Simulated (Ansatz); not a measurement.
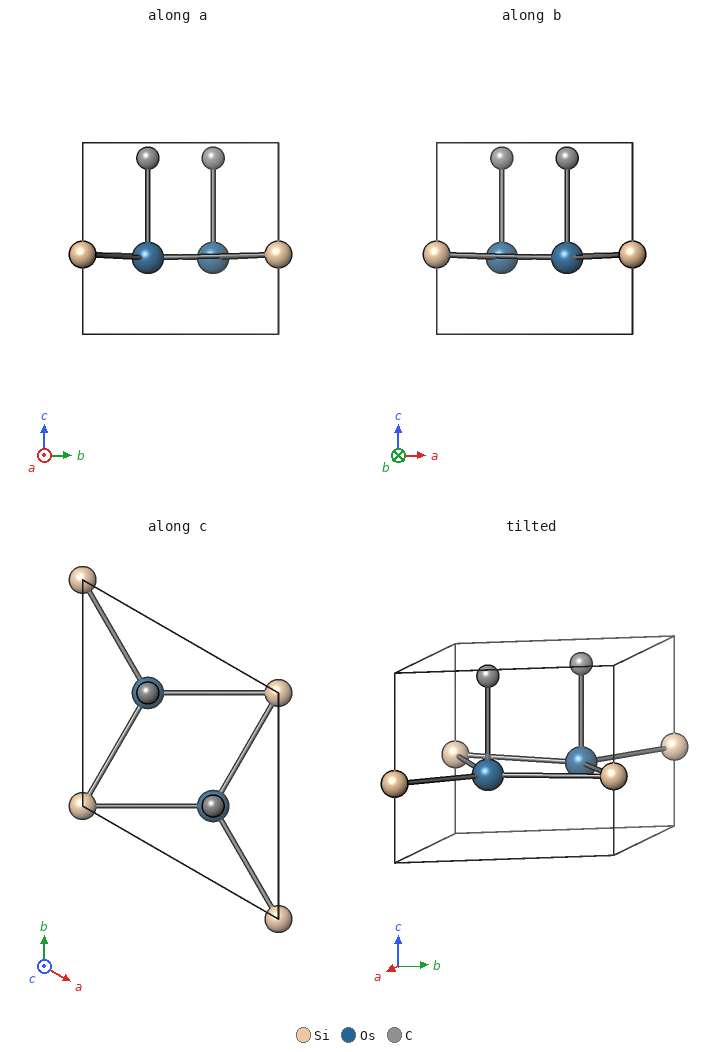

Drawn in the ball-and-stick manner and seen along the a axis, along the b axis, along the c axis and slightly off an axis. The parallelepiped is the conventional unit cell.

Lattice parameters: a = 4.602 Å, b = 4.602 Å, c = 3.898 Å, α = 90.00°, β = 90.00°, γ = 120.00°.

> From the views, write a table of Wyckoff sites, with free fractional coordinates to two decimals.

Space group P6mm (No. 183).
```
atom  site       x       y       z
  Si    1a    0.00    0.00  0.4167
  Os    2b  0.3333  0.6667    0.40
   C    2b  0.3333  0.6667    0.92
```

Source of the structure: a random cell made by a generator, so it need not be a real form of the compound. Earlier steps of the study, as a rule a relaxation of our own, may have changed the cell and positions, so they can lie some per cent off the listed ones. It went into a calculation with Ansatz.
